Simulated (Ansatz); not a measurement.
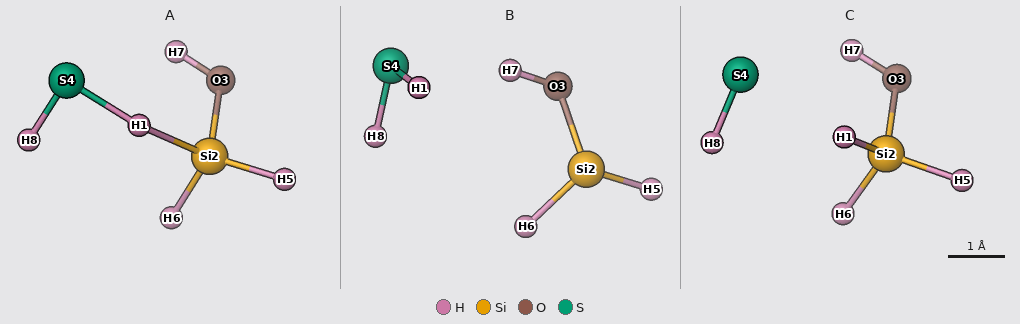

Three geometries of SiH5SO (multiplicity 2): a saddle point and the two minima that it joins, in shuffled order. Style: ball-and-stick. Shown at a tilt. Sticks join atoms that are closer than about 1.2 times the sum of their covalent radii (a little more with hydrogen).

Stationary points at PBE0-D4/def2-TZVP, single-point energies with CCSD(T)/CBS, r2SCAN0-D4, CCSD(T), PBE-D4, wB97M-V, CAM-B3LYP-D4 (def2-TZVPP where no basis is named; Ansatz 0.2.0). The energies are electronic, without zero-point or thermal terms, and both ends are the minima reached downhill from the saddle, with any fragments still in contact. CCSD(T)/CBS stands for a frozen-core estimate: MP2 correlation extrapolated from def2-TZVPP and def2-QZVPP, CCSD(T) minus MP2 from the smaller set.

### Identify the saddle point and describe the reaction.

Frame A is the saddle point. Counted by bonded pieces, C holds SH + SiH₄O and B holds H₂S + SiH₃O. From C over the saddle to B, a bond forms: H1–S4 (2.19 → 1.53 → 1.34 Å). A bond breaks: H1–Si2 (1.52 → 1.81 → 3.96 Å). The saddle has one imaginary mode, 595i cm⁻¹. With CCSD(T)/CBS the barrier is 6.0 kcal/mol from C and 6.8 kcal/mol from B, and B lies 0.8 kcal/mol below C.

| level | barrier from C (kcal/mol) | barrier from B (kcal/mol) | B less C (kcal/mol) |
| --- | --- | --- | --- |
| CCSD(T)/CBS | 6.0 | 6.8 | −0.8 |
| r2SCAN0-D4 | 3.9 | 4.6 | −0.7 |
| CCSD(T) | 7.0 | 7.9 | −0.8 |
| PBE-D4 | 0.0 | 2.0 | −2.0 |
| wB97M-V | 6.6 | 6.5 | 0.1 |
| CAM-B3LYP-D4 | 5.8 | 6.1 | −0.3 |

Against CCSD(T)/CBS, CAM-B3LYP-D4 comes closest on the barrier from C (−0.2 kcal/mol) and PBE-D4 misses most (−6.0 kcal/mol).
